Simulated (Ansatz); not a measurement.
# Ca2La: relaxing a made-up structure

This structure for Ca2La is made up. Its elements were placed in a known structure type with a cell scaled to their sizes. What cell does the guess relax to, and how far off was it?

Calculated with Ansatz 0.2.0; DFT, PBE, plane-wave PAW, files of the set soft_1, scalar-relativistic, no spin, cell and ions relaxed at zero pressure; PAW set soft_1, in the first sound run; inputs show where later runs differ.

## 1. The structure

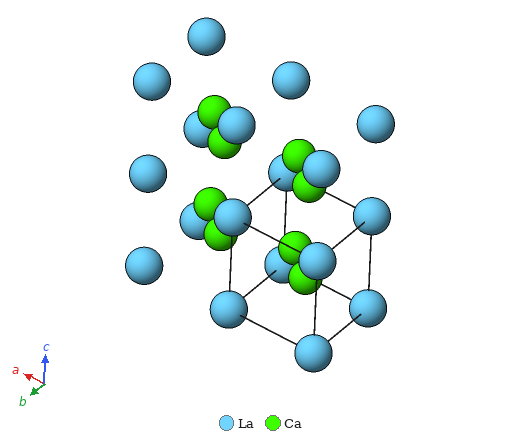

The cell as given, from a free direction (lanthanum blue, calcium green). 2×1×2 cells are drawn. Some periodic images of atoms are drawn too.

## 2. Relaxing cell and atoms

The guessed cell has no reason to be at equilibrium. It is relaxed with the atoms, within the space group of the guess.

Contents of input.yaml:

```yaml
crystal:
  lattice:
    - [5.562, 0.0, 0.0]
    - [-2.781, 4.816833296, 0.0]
    - [0.0, 0.0, 3.918]
  atoms:
    - { symbol: La, position: [0.0, 0.0, 0.0] }
    - { symbol: Ca, position: [0.666666667, 0.333333333, 0.5] }
    - { symbol: Ca, position: [0.333333333, 0.666666667, 0.5] }
kpoints:
  mp_grid: { grid: [6, 6, 7] }
scf:
  occupations: { method: fermi_dirac, width: 0.05 }
hamiltonian:
  xc: pbe
  pseudopotentials: { kind: paw, azcp: { folder: soft_1 } }
relax:
  f_tol: 0.015
  max_steps: 70
  cell: {}
output:
  forces: true
  stress: true
```

Run with:

```sh
$ ansatz run input.yaml --threads 4 --pin off --max-ram 8192MiB --backend cpu --events-out ev --progress --plain --runs-dir out
```

Numbers of over 12 decimals in the logs are rounded to 6 here.

What it wrote:

```text
Engine: ansatz 0.2.0, aarch64-unknown-linux-gnu
Pseudopotentials: kind: paw
Pseudopotential: La, paw, valence charge 11, recommended cutoff 420 eV (normal), soft_1/La.paw.azcp
Pseudopotential: Ca, paw, valence charge 10, recommended cutoff 420 eV (normal), soft_1/Ca.paw.azcp
Functional definition: PBE
  parameter kappa = 0.804
  parameter beta = 0.066725
  exchange = pbe_x(kappa = kappa, mu = beta*pi^2/3)
  correlation = pbe_c(beta = beta)
Crystal: 3 atoms, lattice volume = 104.968 Å³
Basis set: ecut = 420 eV, 2077 PW (Γ), exchange–correlation on 80×80×54 points (8 copies of the dense FFT grid, shifted against one another)
Bands: 20, of which v1, the nominal top of the filled ones, is band 16 counted from 1 (15 counted from 0)
Symmetry: 24 space group operations
Space group: P6/mmm (ITA 191), of the structure as read, at distance tolerance 4.7e-5 Å
k-points: 28 of 252
Non-local potential: La, projectors of the file, l = 0: 3, l = 1: 2, l = 2: 2, l = 3: 3
Non-local potential: Ca, projectors of the file, l = 0: 3, l = 1: 2, l = 2: 2
PAW form: soft (Blöchl's): semilocal exchange-correlation on the pseudo side does not see the compensation charge
PAW one-centre angular grid: La, 590 points (default); XC on 64 Gauss nodes
PAW one-centre angular grid: Ca, 110 points (default); XC on 64 Gauss nodes
Initial density: superposition of atomic densities (chi_scale 0.1, normalization cell, long waves kept (reshape's long-wave potential 0.00 eV rms))
Initial wavefunctions: pseudopotential atomic-orbital guess
Functional: x = pbe(κ = 0.804, μ = 0.219515), c = pbe(β = 0.066725)
SCF iter   1: F=—  HF=-9883.437755 eV  |F-HF|=—  |Δ(HF+E_count)|=         —  Δρ=1.60e-2  dr2=3.66e-1  ethr=3.10e-3  ⟨swp⟩=8.9  Hψ=3414  notcnv=0
preconditioner: auto → Kerker (q_TF=auto, 2.226 Å⁻¹)  [metal: Δε(μ)=0.053 eV  Ē_g=2.104 eV  σ=0.050 eV  W_gap=0.25  n_scr=20 (ndim 8)  ℏωp=9.6 eV  f_vac=0.000  D(μ)=4.82/eV (n_scr^D=44)]
SCF iter   2: F=—  HF=-9883.359332 eV  |F-HF|=—  |Δ(HF+E_count)|=   7.84e-2  Δρ=9.22e-3  dr2=1.33e-1  ethr=1.18e-3  ⟨swp⟩=4.0  Hψ=1027  notcnv=0
SCF iter   3: F=—  HF=-9883.322150 eV  |F-HF|=—  |Δ(HF+E_count)|=   3.72e-2  Δρ=1.28e-3  dr2=4.06e-3  ethr=4.28e-4  ⟨swp⟩=5.8  Hψ=1538  notcnv=0
SCF iter   4: F=—  HF=-9883.322163 eV  |F-HF|=—  |Δ(HF+E_count)|=   1.28e-5  Δρ=3.89e-4  dr2=2.40e-4  ethr=1.31e-5  ⟨swp⟩=3.5  Hψ=1077  notcnv=0
SCF iter   5: F=—  HF=-9883.322164 eV  |F-HF|=—  |Δ(HF+E_count)|=   1.27e-6  Δρ=1.19e-4  dr2=2.59e-5  ethr=7.74e-7  ⟨swp⟩=2.0  Hψ=1049  notcnv=0
SCF iter   6: F=—  HF=-9883.322176 eV  |F-HF|=—  |Δ(HF+E_count)|=   1.23e-5  Δρ=2.04e-5  dr2=8.88e-7  ethr=8.36e-8  ⟨swp⟩=2.1  Hψ=735  notcnv=0
SCF iter   7: F=-9883.322176 eV  HF=-9883.322176 eV  |F-HF|=4.84e-9  |Δ(HF+E_count)|=   6.89e-8  Δρ=4.11e-6  dr2=1.51e-8  ethr=3.23e-10  ⟨swp⟩=5.2  Hψ=2123  notcnv=0
SCF 1 converged in 7 iterations: F = -9883.322176 eV  dr2 = 1.51e-8
  greatest PAW one-centre occupation: 0.996 electrons in one spin orbital (limit 2), on the Ca atom at site 2 (counted from 0), in its partial waves of l = 0
relax step   1: F+E_penalty+E_count = -9883.32217638 eV  Δ(F+E_penalty+E_count) = +0.000e0 eV  max|allowed force component| = 3.701e-17 eV/Å  Δτ_max = 0.0000 Å  P = +3.735 GPa  Ω = 104.968 Å³  (7 SCF iters, dr2 threshold 1.00e-7 eV, accepted)
Crystal: 3 atoms, lattice volume = 112.547 Å³
Basis set: ecut = 420 eV, 2221 PW (Γ), exchange–correlation on 80×80×54 points (8 copies of the dense FFT grid, shifted against one another)
Initial density: handed on by an earlier stage of this run
Initial wavefunctions: those handed on with the density
iter 1 solved again at ethr=2.65e-5 eV; its pass at ethr=3.10e-3 eV (dr2=8.22e-3 eV) is discarded
SCF iter   1: F=—  HF=-9883.650897 eV  |F-HF|=—  |Δ(HF+E_count)|=         —  Δρ=2.43e-3  dr2=9.00e-3  ethr=2.65e-5  ⟨swp⟩=2.2  Hψ=5419  notcnv=0
preconditioner: auto → Kerker (q_TF=auto, 2.201 Å⁻¹)  [metal: Δε(μ)=0.006 eV  Ē_g=1.878 eV  σ=0.050 eV  W_gap=0.03  n_scr=26 (ndim 8)  ℏωp=9.3 eV  f_vac=0.000  D(μ)=4.78/eV (n_scr^D=44)]
SCF iter   2: F=—  HF=-9883.649652 eV  |F-HF|=—  |Δ(HF+E_count)|=   1.24e-3  Δρ=1.30e-3  dr2=2.12e-3  ethr=2.65e-5  ⟨swp⟩=4.0  Hψ=841  notcnv=0
SCF iter   3: F=—  HF=-9883.649762 eV  |F-HF|=—  |Δ(HF+E_count)|=   1.10e-4  Δρ=2.97e-4  dr2=1.26e-4  ethr=6.84e-6  ⟨swp⟩=3.1  Hψ=1130  notcnv=0
SCF iter   4: F=—  HF=-9883.649810 eV  |F-HF|=—  |Δ(HF+E_count)|=   4.88e-5  Δρ=9.24e-5  dr2=1.35e-5  ethr=4.06e-7  ⟨swp⟩=2.1  Hψ=758  notcnv=0
SCF iter   5: F=—  HF=-9883.649813 eV  |F-HF|=—  |Δ(HF+E_count)|=   2.18e-6  Δρ=2.22e-5  dr2=1.05e-6  ethr=4.35e-8  ⟨swp⟩=2.6  Hψ=1014  notcnv=0
SCF iter   6: F=-9883.649813 eV  HF=-9883.649813 eV  |F-HF|=5.62e-9  |Δ(HF+E_count)|=   6.33e-8  Δρ=4.86e-6  dr2=3.72e-8  ethr=9.68e-10  ⟨swp⟩=5.6  Hψ=2482  notcnv=0
SCF 2 converged in 6 iterations: F = -9883.649813 eV  dr2 = 3.72e-8
relax step   2: F+E_penalty+E_count = -9883.64981257 eV  Δ(F+E_penalty+E_count) = -3.276e-1 eV  max|allowed force component| = 1.927e-17 eV/Å  Δτ_max = 0.0000 Å  P = +1.568 GPa  Ω = 112.547 Å³  energy of the carried Pulay correction = -1.284e-4 eV  (6 SCF iters, dr2 threshold 3.00e-7 eV, accepted)
Crystal: 3 atoms, lattice volume = 117.296 Å³
Basis set: ecut = 420 eV, 2275 PW (Γ), exchange–correlation on 80×80×54 points (8 copies of the dense FFT grid, shifted against one another)
iter 1 solved again at ethr=6.16e-5 eV; its pass at ethr=3.10e-3 eV (dr2=1.91e-2 eV) is discarded
SCF iter   1: F=—  HF=-9883.788542 eV  |F-HF|=—  |Δ(HF+E_count)|=         —  Δρ=2.70e-3  dr2=2.04e-2  ethr=6.16e-5  ⟨swp⟩=2.1  Hψ=5754  notcnv=0
preconditioner: auto → Kerker (q_TF=auto, 2.186 Å⁻¹)  [metal: Δε(μ)=0.008 eV  Ē_g=1.841 eV  σ=0.050 eV  W_gap=0.04  n_scr=26 (ndim 8)  ℏωp=9.1 eV  f_vac=0.000  D(μ)=4.79/eV (n_scr^D=44)]
SCF iter   2: F=—  HF=-9883.786171 eV  |F-HF|=—  |Δ(HF+E_count)|=   2.37e-3  Δρ=1.41e-3  dr2=4.27e-3  ethr=6.16e-5  ⟨swp⟩=3.6  Hψ=820  notcnv=0
SCF iter   3: F=—  HF=-9883.786333 eV  |F-HF|=—  |Δ(HF+E_count)|=   1.62e-4  Δρ=3.73e-4  dr2=2.29e-4  ethr=1.38e-5  ⟨swp⟩=3.0  Hψ=952  notcnv=0
SCF iter   4: F=—  HF=-9883.786387 eV  |F-HF|=—  |Δ(HF+E_count)|=   5.41e-5  Δρ=1.33e-4  dr2=5.11e-5  ethr=7.37e-7  ⟨swp⟩=2.5  Hψ=1065  notcnv=0
SCF iter   5: F=—  HF=-9883.786387 eV  |F-HF|=—  |Δ(HF+E_count)|=   8.77e-7  Δρ=3.30e-5  dr2=2.19e-6  ethr=1.65e-7  ⟨swp⟩=2.0  Hψ=676  notcnv=0
SCF iter   6: F=-9883.786387 eV  HF=-9883.786387 eV  |F-HF|=1.93e-8  |Δ(HF+E_count)|=   2.00e-7  Δρ=9.13e-6  dr2=1.36e-7  ethr=9.68e-10  ⟨swp⟩=6.5  Hψ=2759  notcnv=0
SCF 3 converged in 6 iterations: F = -9883.786387 eV  dr2 = 1.36e-7
relax step   3: F+E_penalty+E_count = -9883.78638669 eV  Δ(F+E_penalty+E_count) = -1.366e-1 eV  max|allowed force component| = 3.701e-17 eV/Å  Δτ_max = 0.0000 Å  P = +0.481 GPa  Ω = 117.296 Å³  energy of the carried Pulay correction = -2.010e-4 eV  (6 SCF iters, dr2 threshold 3.00e-7 eV, accepted)
Crystal: 3 atoms, lattice volume = 119.428 Å³
Basis set: ecut = 420 eV, 2311 PW (Γ), exchange–correlation on 80×80×54 points (8 copies of the dense FFT grid, shifted against one another)
iter 1 solved again at ethr=7.34e-7 eV; its pass at ethr=3.10e-3 eV (dr2=2.28e-4 eV) is discarded
SCF iter   1: F=—  HF=-9883.790388 eV  |F-HF|=—  |Δ(HF+E_count)|=         —  Δρ=4.25e-4  dr2=2.48e-4  ethr=7.34e-7  ⟨swp⟩=3.2  Hψ=5387  notcnv=0
preconditioner: auto → Kerker (q_TF=auto, 2.179 Å⁻¹)  [metal: Δε(μ)=0.027 eV  Ē_g=1.860 eV  σ=0.050 eV  W_gap=0.13  n_scr=26 (ndim 8)  ℏωp=9.0 eV  f_vac=0.000  D(μ)=5.02/eV (n_scr^D=44)]
SCF iter   2: F=—  HF=-9883.790333 eV  |F-HF|=—  |Δ(HF+E_count)|=   5.48e-5  Δρ=2.42e-4  dr2=9.51e-5  ethr=7.34e-7  ⟨swp⟩=1.7  Hψ=618  notcnv=0
SCF iter   3: F=—  HF=-9883.790318 eV  |F-HF|=—  |Δ(HF+E_count)|=   1.54e-5  Δρ=4.14e-5  dr2=4.46e-6  ethr=3.07e-7  ⟨swp⟩=2.1  Hψ=970  notcnv=0
SCF iter   4: F=-9883.790318 eV  HF=-9883.790318 eV  |F-HF|=2.25e-9  |Δ(HF+E_count)|=   2.51e-7  Δρ=1.17e-5  dr2=2.13e-7  ethr=9.68e-10  ⟨swp⟩=5.3  Hψ=3057  notcnv=0
SCF 4 converged in 4 iterations: F = -9883.790318 eV  dr2 = 2.13e-7
relax step   4: F+E_penalty+E_count = -9883.79031811 eV  Δ(F+E_penalty+E_count) = -3.931e-3 eV  max|allowed force component| = 1.850e-17 eV/Å  Δτ_max = 0.0000 Å  P = +0.090 GPa  Ω = 119.428 Å³  energy of the carried Pulay correction = -2.350e-4 eV  (4 SCF iters, dr2 threshold 3.00e-7 eV, accepted)
Crystal: 3 atoms, lattice volume = 119.929 Å³
iter 1 solved again at ethr=4.47e-8 eV; its pass at ethr=3.10e-3 eV (dr2=1.38e-5 eV) is discarded
SCF iter   1: F=—  HF=-9883.790474 eV  |F-HF|=—  |Δ(HF+E_count)|=         —  Δρ=1.06e-4  dr2=1.58e-5  ethr=4.47e-8  ⟨swp⟩=3.2  Hψ=5113  notcnv=0
preconditioner: auto → Kerker (q_TF=auto, 2.178 Å⁻¹)  [metal: Δε(μ)=0.022 eV  Ē_g=1.860 eV  σ=0.050 eV  W_gap=0.11  n_scr=26 (ndim 8)  ℏωp=9.0 eV  f_vac=0.000  D(μ)=5.04/eV (n_scr^D=44)]
SCF iter   2: F=—  HF=-9883.790460 eV  |F-HF|=—  |Δ(HF+E_count)|=   1.35e-5  Δρ=6.11e-5  dr2=6.35e-6  ethr=4.47e-8  ⟨swp⟩=1.5  Hψ=581  notcnv=0
SCF iter   3: F=—  HF=-9883.790459 eV  |F-HF|=—  |Δ(HF+E_count)|=   7.97e-7  Δρ=1.13e-5  dr2=3.34e-7  ethr=2.05e-8  ⟨swp⟩=2.0  Hψ=961  notcnv=0
SCF iter   4: F=-9883.790459 eV  HF=-9883.790459 eV  |F-HF|=1.06e-9  |Δ(HF+E_count)|=   1.69e-8  Δρ=3.17e-6  dr2=1.63e-8  ethr=8.15e-11  ⟨swp⟩=5.3  Hψ=3129  notcnv=0
SCF 5 converged in 4 iterations: F = -9883.790459 eV  dr2 = 1.63e-8
relax step   5: F+E_penalty+E_count = -9883.79045933 eV  Δ(F+E_penalty+E_count) = -1.412e-4 eV  max|allowed force component| = 4.626e-18 eV/Å  Δτ_max = 0.0000 Å  P = +0.002 GPa  Ω = 119.929 Å³  energy of the carried Pulay correction = -2.429e-4 eV  (4 SCF iters, dr2 threshold 2.53e-8 eV, accepted)
Basis set: ecut = 420 eV, 2311 PW (Γ), exchange–correlation on 90×90×50 points (8 copies of the dense FFT grid, shifted against one another)
Initial wavefunctions: pseudopotential atomic-orbital guess (no wavefunctions were taken with the density)
iter 1 solved again at ethr=2.90e-6 eV; its pass at ethr=3.10e-3 eV (dr2=9.00e-4 eV) is discarded
SCF iter   1: F=—  HF=-9883.792012 eV  |F-HF|=—  |Δ(HF+E_count)|=         —  Δρ=1.29e-4  dr2=2.73e-6  ethr=2.90e-6  ⟨swp⟩=3.3  Hψ=4579  notcnv=0
eigensolver tolerance schedule: the retry pair's looser diagonalisation over-reported the residual by 328.55 of it (diagonalisation noise at 0.45 of the residual, at the tolerance the schedule requests for it); recorded, not acted on — ethr = c·dr2/N_el stays at c = 1.0e-1
preconditioner: auto → Kerker (q_TF=auto, 2.178 Å⁻¹)  [metal: Δε(μ)=0.021 eV  Ē_g=1.861 eV  σ=0.050 eV  W_gap=0.10  n_scr=26 (ndim 8)  ℏωp=9.0 eV  f_vac=0.000  D(μ)=5.03/eV (n_scr^D=44)]
SCF iter   2: F=—  HF=-9883.792033 eV  |F-HF|=—  |Δ(HF+E_count)|=   2.15e-5  Δρ=6.84e-5  dr2=7.37e-7  ethr=8.81e-9  ⟨swp⟩=2.9  Hψ=1156  notcnv=0
SCF iter   3: F=—  HF=-9883.792036 eV  |F-HF|=—  |Δ(HF+E_count)|=   2.81e-6  Δρ=4.66e-6  dr2=7.18e-9  ethr=2.38e-9  ⟨swp⟩=2.0  Hψ=946  notcnv=0
SCF iter   4: F=—  HF=-9883.792036 eV  |F-HF|=—  |Δ(HF+E_count)|=   1.40e-8  Δρ=9.23e-7  dr2=1.06e-9  ethr=2.32e-11  ⟨swp⟩=2.4  Hψ=1000  notcnv=0
SCF iter   5: F=—  HF=-9883.792036 eV  |F-HF|=—  |Δ(HF+E_count)|=  6.29e-10  Δρ=1.93e-7  dr2=9.18e-11  ethr=3.42e-12  ⟨swp⟩=2.0  Hψ=734  notcnv=0
SCF iter   6: F=-9883.792036 eV  HF=-9883.792036 eV  |F-HF|=1.82e-12  |Δ(HF+E_count)|=  3.64e-12  Δρ=6.54e-8  dr2=5.95e-12  ethr=1.00e-12  ⟨swp⟩=7.3  Hψ=2717  notcnv=0
SCF 6 converged in 6 iterations: F = -9883.792036 eV  dr2 = 5.95e-12
relax step   6: F+E_penalty+E_count = -9883.79203621 eV  Δ(F+E_penalty+E_count) = -1.577e-3 eV  max|allowed force component| = 9.252e-18 eV/Å  Δτ_max = 0.0000 Å  P = +0.028 GPa  Ω = 119.929 Å³  stress off target by 4.05e-2 GPa  SCF on the basis re-selected at this cell (its energy is not comparable with the rows above)  (6 SCF iters)
basis re-selected at this cell: Δ(F+E_penalty+E_count) = -1.577e-3 eV, ΔP = +0.026 GPa vs the last step (what re-selecting the basis moved, of the pressure what is left beyond the Pulay correction that the steps carried, after the strain that the cell walked since its last selection, with what the two solves' SCF thresholds leave and, on support functions, any second-order correction that the steps lacked; it is no measure of the basis error at this ecutwfc). The dense FFT grid was sized anew with the basis: this SCF ran on 45×45×25 points, the steps before it on 40×40×27, so part of this shift can come from that change (see relax.cell in the input reference). [rest of the remark cut]
SCF converged after 6 iterations
Free energy (F): -9883.792036 eV
Harris-Foulkes:  -9883.792036 eV  (|F-HF|=1.82e-12)
Internal energy: -9883.750187 eV  (E = F + TS)
E sigma→0 (E₀):  -9883.771112 eV
Entropy (-TS):   -0.041849 eV (-13.950 meV/atom)
Fermi energy:    6.888377 eV
--- Per-component energies (eV) ---
  E_band       = -399.985830
  E_kinetic    = 689.395977
  E_local      = -2019.890209  (includes V_loc(G=0)·N_el)
  E_nonlocal   = 267.162153
  E_hartree    = 669.120599
  E_xc         = -395.558236
  E_vxc        = -458.408331  (∫ρ·V_xc dr)
  E_paw        = -7146.217875  (= ΣΔE_a)
  E_vpaw       = -216.486564  (= ΣTr[D̂ρ^β])
  E_aug_tail   = -0.000011  (compensation charges beyond the density's cutoff)
  E_ewald      = -1947.762585
  E_smearing   = -0.041849  (= −TS)
  E_closure    = -0.000000  (closes the sum)
  Σ components = -9883.792036   (vs F -9883.792036, Δ=0.00e0)
--- Forces (eV/Å), atoms counted from 1 ---
  atom   1  La     0.00000000     0.00000000     0.00000000
  atom   2  Ca     0.00000000    -0.00000000     0.00000000
  atom   3  Ca     0.00000000     0.00000000     0.00000000
  max |Σ_I F_I| component: 5.25e-31 eV/Å
--- Stress (GPa, compression-positive) ---
        0.040545       0.000000       0.000000
        0.000000       0.040545       0.000000
        0.000000       0.000000       0.003855
  P = ⅓ Tr σ = 0.0283 GPa (0.283 kbar)
--- Relaxed structure (5 steps of the walk, 5 accepted, 1 SCFs on fresh bases) ---
  F+E_penalty+E_count = -9883.79203621 eV   max|allowed force component| = 9.252e-18 eV/Å   (the final SCF, on the basis selected at the relaxed cell)
  cell:  # Å, volume = 119.9289 Å³
    - [6.158334, 0.0, 0.0]
    - [-3.079167, 5.333274, 0.0]
    - [0.0, 0.0, 3.651460]
  atoms:
    - { symbol: La, position: [0, 0, 0.0] }
    - { symbol: Ca, position: [0.666667, 0.333333, 0.5] }
    - { symbol: Ca, position: [0.333333, 0.666667, 0.5] }
```

The job ended after 5.1 s (4 threads of Arm Neoverse V2, shared host; peak memory 0.45 GiB).

Relaxation path:

| step | energy less that of the first step (eV) | largest force component (eV/Å) | pressure (GPa) | volume (Å³) |
| --- | --- | --- | --- | --- |
| 1 | 0.0000 | 0.0000 | 3.74 | 104.97 |
| 2 | -0.3276 | 0.0000 | 1.57 | 112.55 |
| 3 | -0.4642 | 0.0000 | 0.48 | 117.30 |
| 4 | -0.4681 | 0.0000 | 0.09 | 119.43 |
| 5 | -0.4683 | 0.0000 | 0.00 | 119.93 |
| 6* | -0.4699 | 0.0000 | 0.03 | 119.93 |

Relaxation steps marked * repeat the geometry before them on a plane-wave basis chosen anew for their cell, so energy and pressure can jump there.

Forces are held to the 24 operations that the run works with; a distortion that breaks them can't arise in this run.

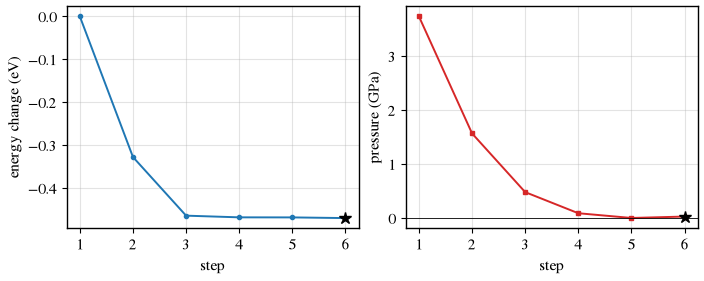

Energy and pressure along the relaxation. Stars mark steps on a basis chosen anew.

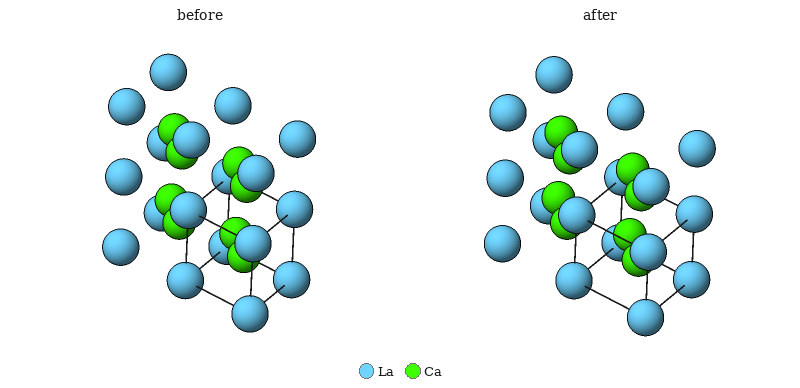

The structure before and after the relaxation, drawn at the same scale.

| conventional cell, symmetrised | before | after | change |
| --- | --- | --- | --- |
| a (Å) | 5.562 | 6.158 | +10.7 % |
| b (Å) | 5.562 | 6.158 | +10.7 % |
| c (Å) | 3.918 | 3.651 | -6.8 % |
| volume (Å³/atom) | 34.99 | 39.98 | +14.3 % |

The relaxed structure:

```xyz
3
Lattice="6.1583 0.0000 0.0000 -3.0792 5.3333 0.0000 0.0000 0.0000 3.6515" Properties=species:S:1:pos:R:3 pbc="T T T"
La    0.0000    0.0000    0.0000
Ca    3.0792    1.7778    1.8257
Ca    0.0000    3.5555    1.8257
```

Numbers from this step:

* free energy: -9883.7920 eV
* energy at zero smearing: -9883.7711 eV
* smearing term TS: 0.04185 eV
* Fermi energy: 6.888 eV
* electrons: 31
* symmetry operations: 24
* pressure: 0.02832 GPa

The shortest distance of each pair, which need not be the same contact before and after:

| pair | guess (Å) | relaxed (Å) |
| --- | --- | --- |
| Ca–Ca | 3.211 | 3.556 |
| La–La | 3.918 | 3.651 |
| Ca–La | 3.762 | 3.997 |

The relaxation ends with a pressure of 0.03 GPa.

(Part 1 of 2 ends here.)

[Logs are printed without paths, hosts, clocks, repeated set-up lines and the standing remarks that a program may print on its own settings, such as how far it seeks lower states.]

[Hosts, paths, dates, database ids (printed as entryN), source tags and the programs' standing remarks are cut or masked in the printed files.]
